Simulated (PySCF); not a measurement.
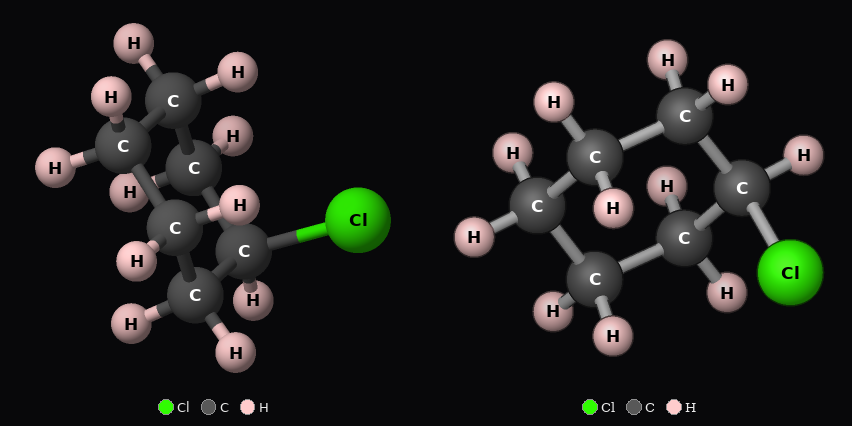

The same structure drawn twice, from different directions.

The geometry was computed by an optimisation with PBE0-D3(BJ)/def2-SVP. No frequency run is at hand to confirm it as a minimum.

Question: Give the formula.

Answer: C₆H₁₁Cl, 18 atoms: 6 carbon, 11 hydrogen and 1 chlorine.

Question: Name some functional groups or characteristic bonds that it holds.

Answer: Among them: C–Cl bond.

Question: Which point group does it belong to?

Answer: Cs.

Question: How many bonds of each kind are drawn?

Answer: 11 C–H, 6 C–C, 1 C–Cl.

More results for the same structure follow; atom numbers are the same in all pictures, views and colours differ.

## Electronic properties

No frequency run is at hand to confirm it as a minimum. Properties computed with CAM-B3LYP/def2-SVPD, gas phase (PySCF 2.14.0). Excitations: vertical, linear response.

What does the calculation give?

- dipole moment: 2.22 D
- HOMO energy (Kohn–Sham orbital): −9.54 eV
- LUMO energy (Kohn–Sham orbital): 1.19 eV
- HOMO–LUMO gap: 10.73 eV
- mean static polarisability: 82.1 bohr³
- lowest vertical singlet excitation: 7.27 eV
- its oscillator strength: 0.002
- brightest of the 6 lowest singlets: 8.11 eV
- its oscillator strength: 0.03

## Ring current

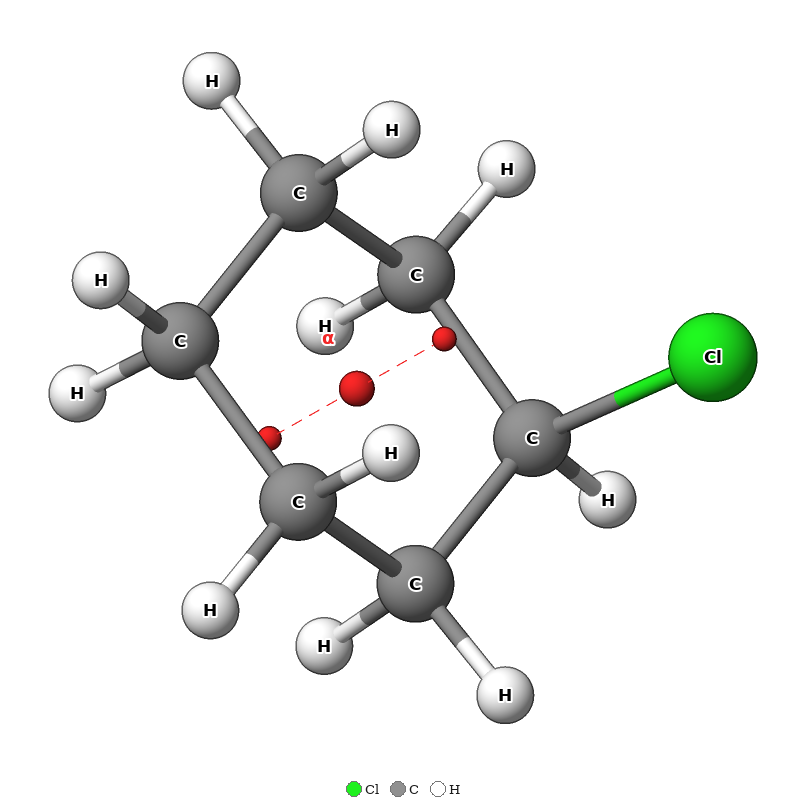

The small points mark where nucleus-independent chemical shifts (NICS) were computed: at the centre of each lettered ring and 1 Å above and below it. No frequency run is at hand to confirm it as a minimum. Level of theory: GIAO PBE0/pcSseg-1 NMR shielding, non-relativistic, IEF-PCM chloroform (PySCF 2.14.0).

Give NICS(0), NICS(1) and the out-of-plane component NICS(1)zz for each ring (means of the two sides).

| ring | members | NICS(0) | NICS(1) | NICS(1)zz |
| --- | --- | --- | --- | --- |
| α | C6 | −1.8 | −2.3 | 2.4 |

Values in ppm.

Question: What do the values say about the ring currents?

Answer: Ring α: weak, as in a non-aromatic ring. NICS is one index among several.

## Quadrupole coupling

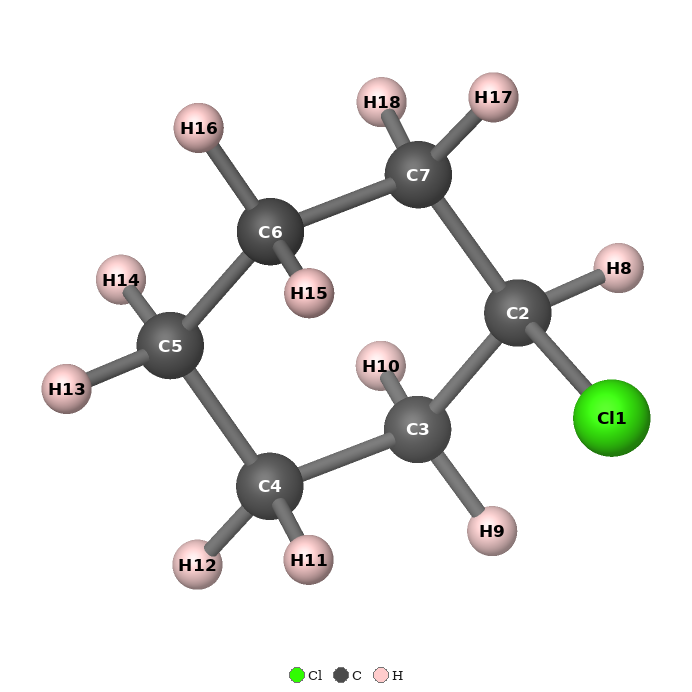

No frequency run is at hand to confirm it as a minimum. Electric field gradients from the ground-state density, PBE0/pcSseg-1 in chloroform (IEF-PCM) (PySCF 2.14.0), non-relativistic apart from any core potentials.

Give the largest field-gradient component, the quadrupole coupling constant and the asymmetry for 35Cl at Cl1 (Q = −81.7 mb), 2H at H8 (Q = 2.86 mb), 2H at H9 (Q = 2.86 mb), 2H at H10 (Q = 2.86 mb), 2H at H11 (Q = 2.86 mb).

```csv
atom,V_zz (a.u.),e²qQ/h (MHz),η
Cl1,3.578,−68.7,0.01
H8,0.282,0.189,0.05
H9,0.287,0.193,0.03
H10,0.279,0.187,0.03
H11,0.282,0.190,0.02
```

## Charges

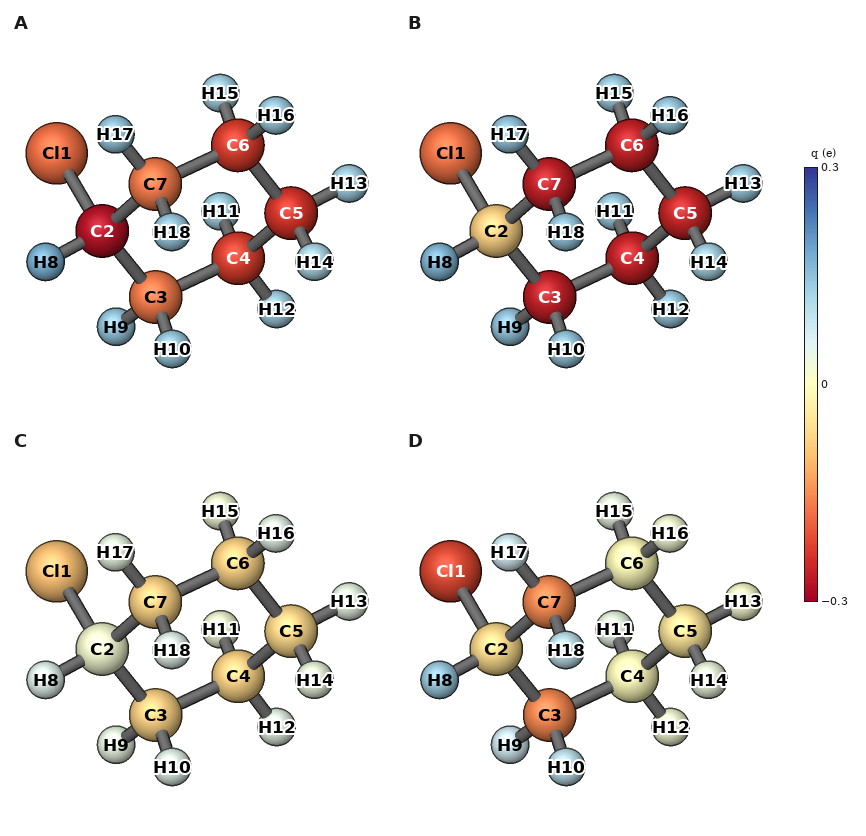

Atomic charges of one calculation by 4 schemes, on one colour scale. No frequency run is at hand to confirm it as a minimum. Level of theory: PBE0/pcSseg-1 in chloroform (IEF-PCM) (PySCF 2.14.0).

Question: The schemes are ESP-fitted, Hirshfeld, IAO, Mulliken. Which panel shows which?

Answer: A Mulliken, B IAO, C Hirshfeld, D ESP-fitted.

List the charges (e), one line for each set of equivalent atoms.

```json
{"atom": "Cl1", "Mulliken": "−0.17", "IAO": "−0.17", "Hirshfeld": "−0.09", "ESP-fitted": "−0.21"}
{"atom": "C2", "Mulliken": "−0.27", "IAO": "−0.07", "Hirshfeld": "0.02", "ESP-fitted": "−0.06"}
{"atom": "C3, C7", "Mulliken": "−0.17", "IAO": "−0.26", "Hirshfeld": "−0.07", "ESP-fitted": "−0.15"}
{"atom": "C4, C6", "Mulliken": "−0.22", "IAO": "−0.26", "Hirshfeld": "−0.07", "ESP-fitted": "0.00"}
{"atom": "C5", "Mulliken": "−0.23", "IAO": "−0.25", "Hirshfeld": "−0.07", "ESP-fitted": "−0.05"}
{"atom": "H8", "Mulliken": "0.17", "IAO": "0.16", "Hirshfeld": "0.05", "ESP-fitted": "0.13"}
{"atom": "H9, H17", "Mulliken": "0.14", "IAO": "0.14", "Hirshfeld": "0.04", "ESP-fitted": "0.07"}
{"atom": "H10, H18", "Mulliken": "0.14", "IAO": "0.14", "Hirshfeld": "0.05", "ESP-fitted": "0.09"}
{"atom": "H11, H15", "Mulliken": "0.12", "IAO": "0.13", "Hirshfeld": "0.02", "ESP-fitted": "0.04"}
{"atom": "H12, H16", "Mulliken": "0.13", "IAO": "0.14", "Hirshfeld": "0.04", "ESP-fitted": "0.02"}
{"atom": "H13", "Mulliken": "0.13", "IAO": "0.14", "Hirshfeld": "0.04", "ESP-fitted": "0.02"}
{"atom": "H14", "Mulliken": "0.11", "IAO": "0.12", "Hirshfeld": "0.03", "ESP-fitted": "0.03"}
```

Mulliken values depend strongly on the basis set and can even reverse the polarity of a bond.
